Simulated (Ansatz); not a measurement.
P$_{10}$Ru (triplet)

| atom | x (Å) | y (Å) | z (Å) |
| --- | --- | --- | --- |
| Ru | -0.0085 | -0.1278 | 0.0501 |
| P | -1.7096 | 0.5559 | 1.7119 |
| P | -1.1565 | -1.5076 | 1.9017 |
| P | 0.9711 | -1.6284 | 1.8985 |
| P | 1.7608 | 0.3578 | 1.7088 |
| P | 0.0987 | 1.7369 | 1.6446 |
| P | 1.0070 | -1.4304 | -1.7196 |
| P | -1.1578 | -1.3162 | -1.7182 |
| P | -1.6076 | 0.7987 | -1.6193 |
| P | 0.1105 | 1.9399 | -2.2469 |
| P | 1.6919 | 0.6212 | -1.6116 |

Geometry: PBE0-D4/def2-SVP; core potentials replace the inner electrons of Ru.

Computed with UKS PBE0-D4/def2-SVP (Ansatz).

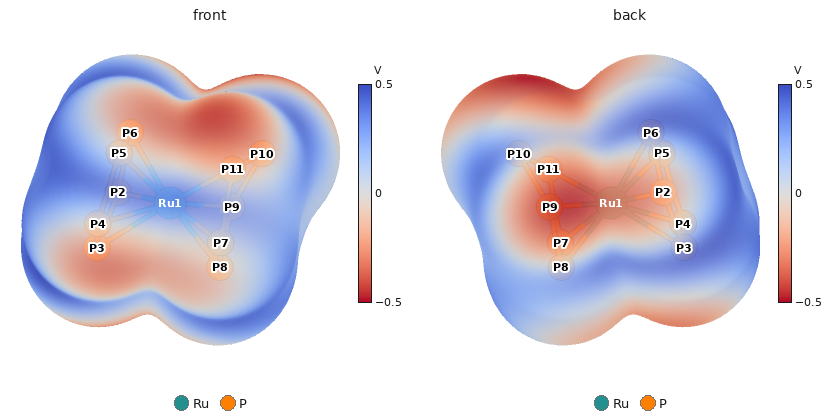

Figure 1. The electrostatic potential painted on the density surface at 0.001 e/bohr³, seen from the front and from behind; red is negative and blue positive.

Which sites attract a positive test charge, and which a negative one?

A positive charge is drawn to the negative regions and a negative charge to the positive ones. The most negative region (about −0.5 V, or −12 kcal/mol for a unit charge) lies over P9, P10 and P11, the most positive (about +0.5 V, or +12 kcal/mol for a unit charge) over the P atoms.

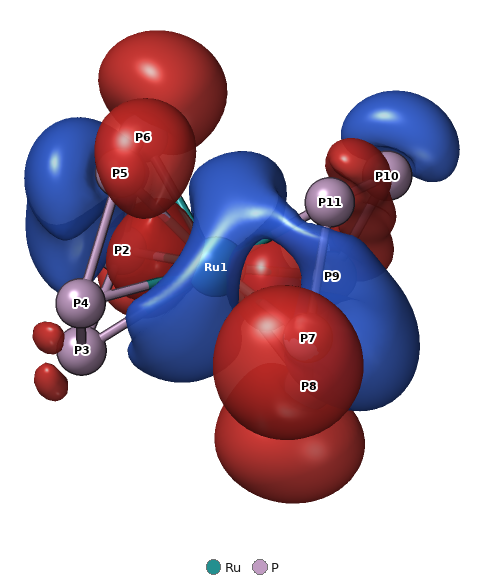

Figure 2. One frontier orbital at ±0.05 Å⁻³ᐟ² (blue and red are the two phases), seen across its widest extent.

Which orbital is it: HOMO (β) or LUMO (β)?

The LUMO (β), at −4.84 eV. By Hirshfeld shares it lies mainly on Ru1 (about 50 %), P7 (about 10 %), P8 (about 10 %) and P6 (about 5 %).

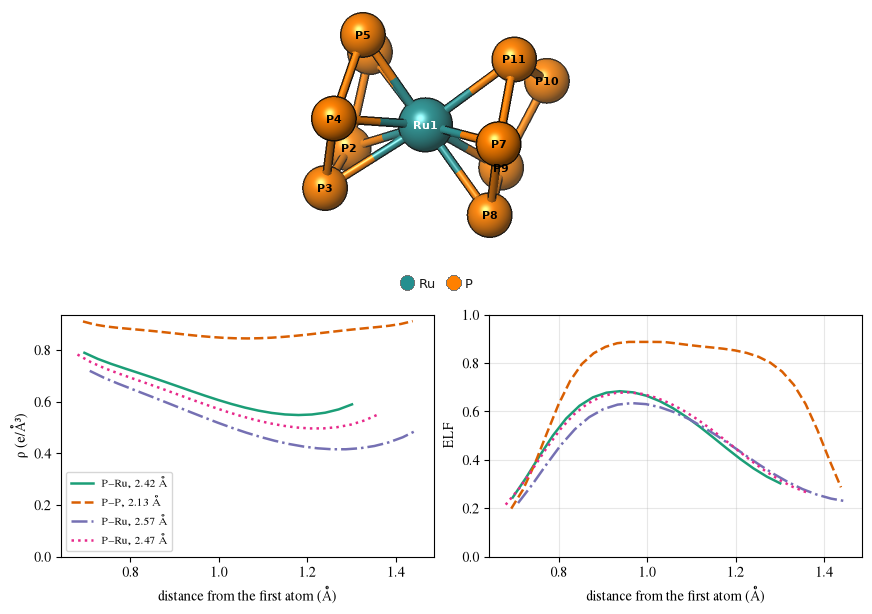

Figure 3. Electron density and electron localisation function along straight lines between neighbouring atoms. The curves leave out the atomic cores. The structure is drawn too.

What can be read from the curves?

P–Ru (2.42 Å): ρ at the midpoint is about 0.55 e/Å³; the ELF peaks at about 0.70 in the valence shell of P, 0.9 Å from its nucleus, and is about 0.40 at the midpoint.
P–P (2.13 Å): ρ is about 0.84 e/Å³ halfway; the ELF peaks at about 0.90 between the atoms (a covalent bond).
P–Ru (2.57 Å): the density is about 0.42 e/Å³ at the midpoint; the ELF peaks at about 0.65 in the valence shell of P, 1.0 Å from its nucleus, and is about 0.35 at the midpoint.
P–Ru (2.47 Å): ρ is about 0.5 e/Å³ halfway; the ELF peaks at about 0.70 in the valence shell of P, 1.0 Å from its nucleus, and is about 0.40 at the midpoint.
